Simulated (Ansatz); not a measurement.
# Iridium, omega (AlB2-type) under r²SCAN: from relaxation to bulk modulus, part 2 of 2

What does r²SCAN give for iridium in the omega (AlB2-type) structure? We relax it, solve it on a dense k-mesh, then scale the cell to 7 volumes from 88 to 112 % of the relaxed one and try a fit of the equation of state. Spin polarisation is left out. The k-meshes are 9×9×12 for the relaxation; 11×11×15 for the dense run; 10×10×13 for the volumes.

Ansatz 0.2.0; DFT, r2SCAN, plane waves (500 eV) with PAW, scalar-relativistic. Earlier steps stand in the parts before.

## (3) The energy on a finer k-mesh

Contents of input.yaml:

```yaml
crystal:
  lattice:
    - [4.3485663814, 0.0, 0.0]
    - [-2.1742831907, 3.7659689563, 0.0]
    - [0.0, 0.0, 2.6856969328]
  atoms:
    - { symbol: Ir, position: [1.0, 1.0, 0.0] }
    - { symbol: Ir, position: [0.3333333333, 0.6666666667, 0.5] }
    - { symbol: Ir, position: [0.6666666667, 0.3333333333, 0.5] }
hamiltonian:
  xc: r2scan
  pseudopotentials:
    kind: paw
    azcp:
      Ir: "pseudopotentials/Ir.paw.azcp"
basis:
  ecutwfc: 500
  fft_grid_basis: typed
kpoints:
  mp_grid: { grid: [11, 11, 15], shift: [0, 0, 0] }
magnetization:
  spin_polarized: false
scf:
  occupations: { method: fermi_dirac, width: 0.1 }
```

Run with:

```
$ ansatz run input.yaml --threads 1 --pin off --max-ram 3584MiB --backend cpu --events-out ev --progress --plain --runs-dir out
```

Output (excerpt; [...] marks lines left out):

```text
[...]
Pseudopotentials: kind: paw
Pseudopotential: Ir, paw, valence charge 17, recommended cutoff 500 eV (meta_gga), <dir>
Functional definition: r2SCAN
[...]
Crystal: 3 atoms, lattice volume = 43.982 Å³
Basis set: ecut = 500 eV, 1119 PW (Γ), exchange–correlation on 128×128×80 points (64 copies of the dense FFT grid, shifted against one another)
Bands: 31, of which v1, the nominal top of the filled ones, is band 26 counted from 1 (25 counted from 0)
Symmetry: 24 space group operations
Space group: P6/mmm (ITA 191), of the structure as read, at distance tolerance 3.5e-5 Å
k-points: 128 of 1815
[...]
SCF iter   1: F=—  HF=-35845.087156 eV  |F-HF|=—  |Δ(HF+E_count)|=         —  Δρ=1.29e-2  dr2=4.60e-2  dr2_τ=1.00e-1  ethr=1.77e-3  ⟨swp⟩=5.5  Hψ=14137  notcnv=0
[...]
SCF iter   8: F=-35845.170271 eV  HF=-35845.170270 eV  |F-HF|=2.57e-8  |Δ(HF+E_count)|=   3.75e-7  Δρ=7.97e-6  dr2=2.84e-8  dr2_τ=1.29e-9  ethr=1.96e-10  ⟨swp⟩=3.0  Hψ=8599  notcnv=0
[...]
SCF converged after 8 iterations
Free energy (F): -35845.170271 eV
[...]
E sigma→0 (E₀):  -35845.097902 eV
Entropy (-TS):   -0.144737 eV (-48.246 meV/atom)
Fermi energy:    24.441164 eV
[...]
```

It took 19 s on 1 thread of Intel Xeon Platinum 8259CL at 2.50GHz (Skylake/Cascade Lake), shared host; peak memory 0.65 GiB.

## (4) Volume × 0.88

Changes to input.yaml since step 3:

```diff
@@ -2,5 +2,5 @@
   lattice:
-    - [4.3485663814, 0.0, 0.0]
-    - [-2.1742831907, 3.7659689563, 0.0]
-    - [0.0, 0.0, 2.6856969328]
+    - [4.1671614619, 0.0, 0.0]
+    - [-2.0835807309, 3.6088676877, 0.0]
+    - [0.0, 0.0, 2.5736603228]
   atoms:
@@ -19,3 +19,3 @@
 kpoints:
-  mp_grid: { grid: [11, 11, 15], shift: [0, 0, 0] }
+  mp_grid: { grid: [10, 10, 13], shift: [0, 0, 0] }
 magnetization:
@@ -24 +24,4 @@
   occupations: { method: fermi_dirac, width: 0.1 }
+  lower_state_search: "off"
+output:
+  stress: true
```

Run with:

```
$ ansatz run input.yaml --threads 1 --pin off --max-ram 3584MiB --backend cpu --events-out ev --progress --plain --runs-dir out
```

Output (excerpt; [...] marks lines left out):

```text
[...]
[... 3 set-up lines as earlier in the session ...]
[...]
Crystal: 3 atoms, lattice volume = 38.705 Å³
Basis set: ecut = 500 eV, 963 PW (Γ), exchange–correlation on 128×128×80 points (64 copies of the dense FFT grid, shifted against one another)
Bands: 31, of which v1, the nominal top of the filled ones, is band 26 counted from 1 (25 counted from 0)
[... 1 set-up line as earlier in the session ...]
Space group: P6/mmm (ITA 191), of the structure as read, at distance tolerance 3.4e-5 Å
k-points: 98 of 1300
[...]
SCF iter   1: F=-35844.273049 eV  HF=-35844.160140 eV  |F-HF|=1.13e-1  |Δ(HF+E_count)|=         —  Δρ=1.39e-2  dr2=2.97e-2  dr2_τ=1.74e-1  ethr=1.77e-3  ⟨swp⟩=5.6  Hψ=11668  notcnv=0
[...]
SCF iter   8: F=-35844.282748 eV  HF=-35844.282748 eV  |F-HF|=1.11e-9  |Δ(HF+E_count)|=   5.82e-7  Δρ=7.89e-6  dr2=2.32e-8  dr2_τ=2.10e-9  ethr=1.96e-10  ⟨swp⟩=4.7  Hψ=10327  notcnv=0
[...]
SCF converged after 8 iterations
Free energy (F): -35844.282748 eV
[...]
E sigma→0 (E₀):  -35844.222882 eV
Entropy (-TS):   -0.119732 eV (-39.911 meV/atom)
Fermi energy:    28.706725 eV
[...]
--- Stress (GPa, compression-positive) ---
       64.041726      -0.000000       0.000000
        0.000000      64.041726       0.000000
        0.000000       0.000000      56.071574
  P = ⅓ Tr σ = 61.3850 GPa (613.850 kbar)
```

Run time: 15 s. Hardware: 1 thread of Intel Xeon Platinum 8259CL at 2.50GHz (Skylake/Cascade Lake), shared host; peak memory 0.66 GiB.

## (5) Volume × 0.92

Changes to input.yaml since step 4:

```diff
@@ -2,5 +2,5 @@
   lattice:
-    - [4.1671614619, 0.0, 0.0]
-    - [-2.0835807309, 3.6088676877, 0.0]
-    - [0.0, 0.0, 2.5736603228]
+    - [4.2293670726, 0.0, 0.0]
+    - [-2.1146835363, 3.6627393268, 0.0]
+    - [0.0, 0.0, 2.6120788274]
   atoms:
@@ -27 +27,5 @@
   stress: true
+  write_density: true
+  write_potential: true
+  elf: true
+  volumetric_format: npy
```

Run with:

```
$ ansatz run input.yaml --threads 1 --pin off --max-ram 3584MiB --backend cpu --events-out ev --progress --plain --runs-dir out
```

Output (excerpt; [...] marks lines left out):

```text
[...]
[... 3 set-up lines as earlier in the session ...]
[...]
Crystal: 3 atoms, lattice volume = 40.464 Å³
Basis set: ecut = 500 eV, 1011 PW (Γ), exchange–correlation on 128×128×80 points (64 copies of the dense FFT grid, shifted against one another)
Bands: 31, of which v1, the nominal top of the filled ones, is band 26 counted from 1 (25 counted from 0)
[... 2 set-up lines as earlier in the session ...]
k-points: 98 of 1300
[...]
SCF iter   1: F=-35844.799218 eV  HF=-35844.703996 eV  |F-HF|=9.52e-2  |Δ(HF+E_count)|=         —  Δρ=1.35e-2  dr2=3.12e-2  dr2_τ=1.42e-1  ethr=1.77e-3  ⟨swp⟩=5.7  Hψ=11614  notcnv=0
[...]
SCF iter   7: F=-35844.811117 eV  HF=-35844.811117 eV  |F-HF|=1.53e-7  |Δ(HF+E_count)|=   5.40e-6  Δρ=1.83e-5  dr2=4.68e-8  dr2_τ=1.98e-8  ethr=1.96e-10  ⟨swp⟩=7.2  Hψ=21622  notcnv=0
[...]
SCF converged after 7 iterations
Free energy (F): -35844.811117 eV
[...]
E sigma→0 (E₀):  -35844.747288 eV
Entropy (-TS):   -0.127659 eV (-42.553 meV/atom)
Fermi energy:    27.166384 eV
[...]
--- Stress (GPa, compression-positive) ---
       37.562860       0.000000       0.000000
        0.000000      37.562860       0.000000
        0.000000       0.000000      32.478519
  P = ⅓ Tr σ = 35.8681 GPa (358.681 kbar)
--- Band table (eV; the first three rows and the last of 98) ---
[...]
```

It took 22 s on 1 thread of Intel Xeon Platinum 8259CL at 2.50GHz (Skylake/Cascade Lake), shared host; peak memory 0.66 GiB.

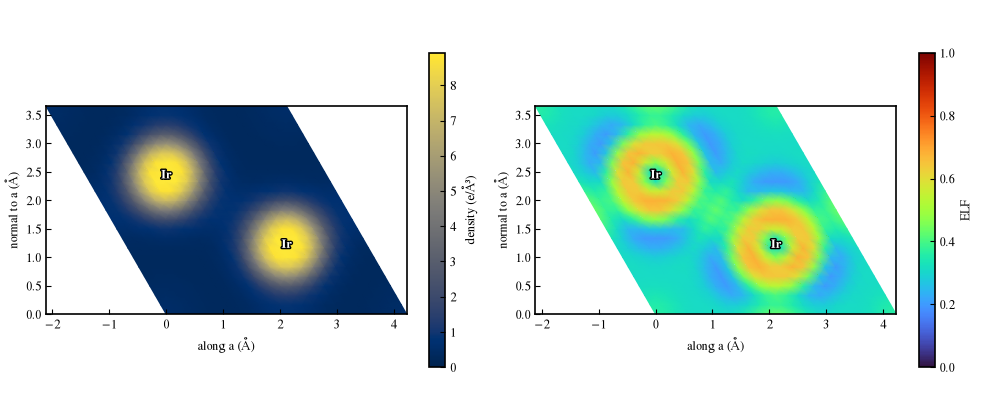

Density (left) and ELF (right) in a lattice plane of the grid's cell (edges 4.23 and 4.23 Å, at 0.500 of the third edge), which holds Ir. Only atoms in the plane are labelled. Both are smooth fields of the valence electrons: close to the nuclei they are not physical.

## (6) Volume × 0.96

Changes to input.yaml since step 5:

```diff
@@ -2,5 +2,5 @@
   lattice:
-    - [4.2293670726, 0.0, 0.0]
-    - [-2.1146835363, 3.6627393268, 0.0]
-    - [0.0, 0.0, 2.6120788274]
+    - [4.2897947663, 0.0, 0.0]
+    - [-2.1448973831, 3.7150712447, 0.0]
+    - [0.0, 0.0, 2.6493992814]
   atoms:
@@ -27,5 +27 @@
   stress: true
-  write_density: true
-  write_potential: true
-  elf: true
-  volumetric_format: npy
```

Run with:

```
$ ansatz run input.yaml --threads 1 --pin off --max-ram 3584MiB --backend cpu --events-out ev --progress --plain --runs-dir out
```

Output (excerpt; [...] marks lines left out):

```text
[...]
[... 3 set-up lines as earlier in the session ...]
[...]
Crystal: 3 atoms, lattice volume = 42.223 Å³
Basis set: ecut = 500 eV, 1095 PW (Γ), exchange–correlation on 128×128×80 points (64 copies of the dense FFT grid, shifted against one another)
Bands: 31, of which v1, the nominal top of the filled ones, is band 26 counted from 1 (25 counted from 0)
[... 2 set-up lines as earlier in the session ...]
k-points: 98 of 1300
[...]
SCF iter   1: F=-35845.071395 eV  HF=-35844.996503 eV  |F-HF|=7.49e-2  |Δ(HF+E_count)|=         —  Δρ=1.32e-2  dr2=3.80e-2  dr2_τ=1.19e-1  ethr=1.77e-3  ⟨swp⟩=5.6  Hψ=11407  notcnv=0
[...]
SCF iter   8: F=-35845.090349 eV  HF=-35845.090349 eV  |F-HF|=1.09e-8  |Δ(HF+E_count)|=   3.10e-7  Δρ=6.71e-6  dr2=1.83e-8  dr2_τ=9.46e-10  ethr=1.96e-10  ⟨swp⟩=4.0  Hψ=9903  notcnv=0
[...]
SCF converged after 8 iterations
Free energy (F): -35845.090349 eV
[...]
E sigma→0 (E₀):  -35845.022410 eV
Entropy (-TS):   -0.135877 eV (-45.292 meV/atom)
Fermi energy:    25.751362 eV
[...]
--- Stress (GPa, compression-positive) ---
       16.723466      -0.000000       0.000000
        0.000000      16.723466       0.000000
        0.000000       0.000000      13.928148
  P = ⅓ Tr σ = 15.7917 GPa (157.917 kbar)
```

Run time: 19 s. Hardware: 1 thread of Intel Xeon Platinum 8259CL at 2.50GHz (Skylake/Cascade Lake), shared host; peak memory 0.66 GiB.

## (7) Volume × 1.0

Changes to input.yaml since step 6:

```diff
@@ -2,5 +2,5 @@
   lattice:
-    - [4.2897947663, 0.0, 0.0]
-    - [-2.1448973831, 3.7150712447, 0.0]
-    - [0.0, 0.0, 2.6493992814]
+    - [4.3485663814, 0.0, 0.0]
+    - [-2.1742831907, 3.7659689563, 0.0]
+    - [0.0, 0.0, 2.6856969328]
   atoms:
@@ -27 +27,5 @@
   stress: true
+  write_density: true
+  write_potential: true
+  elf: true
+  volumetric_format: npy
```

Run with:

```
$ ansatz run input.yaml --threads 1 --pin off --max-ram 3584MiB --backend cpu --events-out ev --progress --plain --runs-dir out
```

Output (excerpt; [...] marks lines left out):

```text
[...]
[... 3 set-up lines as earlier in the session ...]
[...]
Crystal: 3 atoms, lattice volume = 43.982 Å³
Basis set: ecut = 500 eV, 1119 PW (Γ), exchange–correlation on 128×128×80 points (64 copies of the dense FFT grid, shifted against one another)
Bands: 31, of which v1, the nominal top of the filled ones, is band 26 counted from 1 (25 counted from 0)
[... 2 set-up lines as earlier in the session ...]
k-points: 98 of 1300
[...]
SCF iter   1: F=-35845.140917 eV  HF=-35845.091349 eV  |F-HF|=4.96e-2  |Δ(HF+E_count)|=         —  Δρ=1.32e-2  dr2=5.28e-2  dr2_τ=1.01e-1  ethr=1.77e-3  ⟨swp⟩=5.5  Hψ=11207  notcnv=0
[...]
SCF iter   8: F=-35845.173624 eV  HF=-35845.173624 eV  |F-HF|=1.94e-8  |Δ(HF+E_count)|=   5.17e-7  Δρ=8.61e-6  dr2=3.77e-8  dr2_τ=1.83e-9  ethr=1.96e-10  ⟨swp⟩=9.0  Hψ=20388  notcnv=0
[...]
SCF converged after 8 iterations
Free energy (F): -35845.173624 eV
[...]
E sigma→0 (E₀):  -35845.101445 eV
Entropy (-TS):   -0.144357 eV (-48.119 meV/atom)
Fermi energy:    24.447531 eV
[...]
--- Stress (GPa, compression-positive) ---
        0.332506       0.000000       0.000000
        0.000000       0.332506       0.000000
        0.000000       0.000000      -0.644443
  P = ⅓ Tr σ = 0.0069 GPa (0.069 kbar)
--- Band table (eV; the first three rows and the last of 98) ---
[...]
```

It took 25 s on 1 thread of Intel Xeon Platinum 8259CL at 2.50GHz (Skylake/Cascade Lake), shared host; peak memory 0.67 GiB.

## (8) Volume × 1.04

Changes to input.yaml since step 7:

```diff
@@ -2,5 +2,5 @@
   lattice:
-    - [4.3485663814, 0.0, 0.0]
-    - [-2.1742831907, 3.7659689563, 0.0]
-    - [0.0, 0.0, 2.6856969328]
+    - [4.4057909224, 0.0, 0.0]
+    - [-2.2028954612, 3.8155268626, 0.0]
+    - [0.0, 0.0, 2.7210391033]
   atoms:
@@ -27,5 +27 @@
   stress: true
-  write_density: true
-  write_potential: true
-  elf: true
-  volumetric_format: npy
```

Run with:

```
$ ansatz run input.yaml --threads 1 --pin off --max-ram 3584MiB --backend cpu --events-out ev --progress --plain --runs-dir out
```

Output (excerpt; [...] marks lines left out):

```text
[...]
[... 3 set-up lines as earlier in the session ...]
[...]
Crystal: 3 atoms, lattice volume = 45.742 Å³
Basis set: ecut = 500 eV, 1137 PW (Γ), exchange–correlation on 144×144×80 points (64 copies of the dense FFT grid, shifted against one another)
Bands: 31, of which v1, the nominal top of the filled ones, is band 26 counted from 1 (25 counted from 0)
[... 1 set-up line as earlier in the session ...]
Space group: P6/mmm (ITA 191), of the structure as read, at distance tolerance 3.6e-5 Å
k-points: 98 of 1300
[...]
SCF iter   1: F=-35845.050223 eV  HF=-35845.031138 eV  |F-HF|=1.91e-2  |Δ(HF+E_count)|=         —  Δρ=1.36e-2  dr2=7.52e-2  dr2_τ=8.87e-2  ethr=1.77e-3  ⟨swp⟩=5.6  Hψ=11094  notcnv=0
[...]
SCF iter   8: F=-35845.102962 eV  HF=-35845.102962 eV  |F-HF|=2.82e-8  |Δ(HF+E_count)|=   1.77e-7  Δρ=1.08e-5  dr2=7.35e-8  dr2_τ=6.68e-9  ethr=1.96e-10  ⟨swp⟩=4.0  Hψ=9952  notcnv=0
[...]
SCF converged after 8 iterations
Free energy (F): -35845.102962 eV
[...]
E sigma→0 (E₀):  -35845.026438 eV
Entropy (-TS):   -0.153048 eV (-51.016 meV/atom)
Fermi energy:    23.242753 eV
[...]
--- Stress (GPa, compression-positive) ---
      -12.530417      -0.000000       0.000000
       -0.000000     -12.530417       0.000000
        0.000000       0.000000     -12.060301
  P = ⅓ Tr σ = -12.3737 GPa (-123.737 kbar)
```

It took 24 s on 1 thread of Intel Xeon Platinum 8259CL at 2.50GHz (Skylake/Cascade Lake), shared host; peak memory 0.69 GiB.

## (9) Volume × 1.08

Changes to input.yaml since step 8:

```diff
@@ -2,5 +2,5 @@
   lattice:
-    - [4.4057909224, 0.0, 0.0]
-    - [-2.2028954612, 3.8155268626, 0.0]
-    - [0.0, 0.0, 2.7210391033]
+    - [4.4615663488, 0.0, 0.0]
+    - [-2.2307831744, 3.8638297987, 0.0]
+    - [0.0, 0.0, 2.7554862931]
   atoms:
```

Run with:

```
$ ansatz run input.yaml --threads 1 --pin off --max-ram 3584MiB --backend cpu --events-out ev --progress --plain --runs-dir out
```

Output (excerpt; [...] marks lines left out):

```text
[...]
[... 3 set-up lines as earlier in the session ...]
[...]
Crystal: 3 atoms, lattice volume = 47.501 Å³
Basis set: ecut = 500 eV, 1181 PW (Γ), exchange–correlation on 144×144×96 points (64 copies of the dense FFT grid, shifted against one another)
Bands: 31, of which v1, the nominal top of the filled ones, is band 26 counted from 1 (25 counted from 0)
[... 2 set-up lines as earlier in the session ...]
k-points: 98 of 1300
[...]
SCF iter   1: F=-35844.835314 eV  HF=-35844.848820 eV  |F-HF|=1.35e-2  |Δ(HF+E_count)|=         —  Δρ=1.40e-2  dr2=1.02e-1  dr2_τ=7.94e-2  ethr=1.77e-3  ⟨swp⟩=5.6  Hψ=10875  notcnv=0
[...]
SCF iter   8: F=-35844.911799 eV  HF=-35844.911799 eV  |F-HF|=4.20e-8  |Δ(HF+E_count)|=   1.26e-7  Δρ=9.20e-6  dr2=6.07e-8  dr2_τ=5.18e-9  ethr=1.96e-10  ⟨swp⟩=4.0  Hψ=9924  notcnv=0
[...]
SCF converged after 8 iterations
Free energy (F): -35844.911799 eV
[...]
E sigma→0 (E₀):  -35844.830858 eV
Entropy (-TS):   -0.161882 eV (-53.961 meV/atom)
Fermi energy:    22.126549 eV
[...]
--- Stress (GPa, compression-positive) ---
      -22.582374       0.000000       0.000000
        0.000000     -22.582374       0.000000
        0.000000       0.000000     -20.964859
  P = ⅓ Tr σ = -22.0432 GPa (-220.432 kbar)
```

Wall time 25 s (1 thread of Intel Xeon Platinum 8259CL at 2.50GHz (Skylake/Cascade Lake), shared host); peak memory 0.71 GiB.

## (10) Volume × 1.12

Changes to input.yaml since step 9:

```diff
@@ -2,5 +2,5 @@
   lattice:
-    - [4.4615663488, 0.0, 0.0]
-    - [-2.2307831744, 3.8638297987, 0.0]
-    - [0.0, 0.0, 2.7554862931]
+    - [4.5159810574, 0.0, 0.0]
+    - [-2.2579905287, 3.9109543187, 0.0]
+    - [0.0, 0.0, 2.7890930966]
   atoms:
```

Run with:

```
$ ansatz run input.yaml --threads 1 --pin off --max-ram 3584MiB --backend cpu --events-out ev --progress --plain --runs-dir out
```

Output (excerpt; [...] marks lines left out):

```text
[...]
[... 3 set-up lines as earlier in the session ...]
[...]
Crystal: 3 atoms, lattice volume = 49.260 Å³
Basis set: ecut = 500 eV, 1229 PW (Γ), exchange–correlation on 144×144×96 points (64 copies of the dense FFT grid, shifted against one another)
Bands: 31, of which v1, the nominal top of the filled ones, is band 26 counted from 1 (25 counted from 0)
[... 1 set-up line as earlier in the session ...]
Space group: P6/mmm (ITA 191), of the structure as read, at distance tolerance 3.7e-5 Å
k-points: 98 of 1300
[...]
SCF iter   1: F=-35844.526985 eV  HF=-35844.571467 eV  |F-HF|=4.45e-2  |Δ(HF+E_count)|=         —  Δρ=1.44e-2  dr2=1.28e-1  dr2_τ=7.24e-2  ethr=1.77e-3  ⟨swp⟩=5.3  Hψ=10739  notcnv=0
[...]
SCF iter   8: F=-35844.626771 eV  HF=-35844.626771 eV  |F-HF|=5.62e-9  |Δ(HF+E_count)|=   1.20e-7  Δρ=5.04e-6  dr2=3.65e-9  dr2_τ=1.02e-9  ethr=1.96e-10  ⟨swp⟩=4.0  Hψ=9924  notcnv=0
[...]
SCF converged after 8 iterations
Free energy (F): -35844.626771 eV
[...]
E sigma→0 (E₀):  -35844.541357 eV
Entropy (-TS):   -0.170827 eV (-56.942 meV/atom)
Fermi energy:    21.089792 eV
[...]
--- Stress (GPa, compression-positive) ---
      -30.388630      -0.000000       0.000000
       -0.000000     -30.388630       0.000000
        0.000000       0.000000     -27.870785
  P = ⅓ Tr σ = -29.5493 GPa (-295.493 kbar)
```

Run time: 20 s. Hardware: 1 thread of Intel Xeon Platinum 8259CL at 2.50GHz (Skylake/Cascade Lake), shared host; peak memory 0.72 GiB.

## (11) Fitting the volumes

The cell was scaled evenly, with its shape and the fractional positions fixed.

```
V (Å³/atom)  E − E₀ (meV/atom)  P from the stress (GPa)  P from the fit (GPa)
     12.902              292.8                    61.39                 61.15
     13.488              118.0                    35.87                 35.48
     14.074               26.3                    15.79                 15.39
     14.661               -0.1                     0.01                 -0.37
     15.247               25.0                   -12.37                -12.74
     15.834               90.1                   -22.04                -22.45
     16.420              186.6                   -29.55                -30.04
```

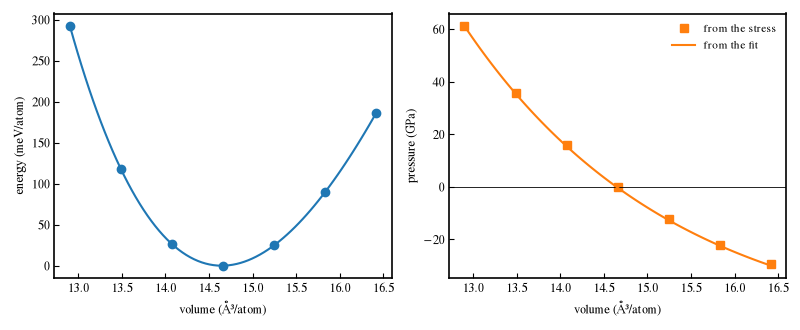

Energy and pressure against volume; the lines are the Birch-Murnaghan fit.

A third-order Birch-Murnaghan fit gives V₀ = 14.645 Å³/atom, B₀ = 350 GPa and B₀′ = 5.0; it misses no point by more than 0.08 meV/atom.

The fit is made to E(σ → 0), while the stress belongs to the free energy F; that is one source of the offset between the two pressures.

## (12) Summary of results

The summary covers parts 1 to 2.

| quantity | value |
| --- | --- |
| space group (spins left aside) | P6/mmm (No. 191) |
| conventional cell | a = 4.349 Å, c = 2.686 Å (c/a = 0.618) |
| volume | 14.661 Å³/atom |
| shortest distance | 2.511 Å |
| gap on the mesh | none (levels filled in part) |
| relative to fcc | +361 meV/atom |
| V₀, B₀, B₀′ | 14.645 Å³/atom, 350 GPa, 5.0 |

In words: The relaxation enlarged the cell by 3.6 % in volume. Against the reference form of iridium (fcc, computed apart with the same settings) it stands 361 meV/atom higher, so it is far from stable. No gap shows: it is a metal or semimetal at this level. B₀ comes out at 350 GPa, among the stiffest elements; letting shape and positions relax at each volume could only lower it. Relaxation kept the symmetry; phonons were not checked.
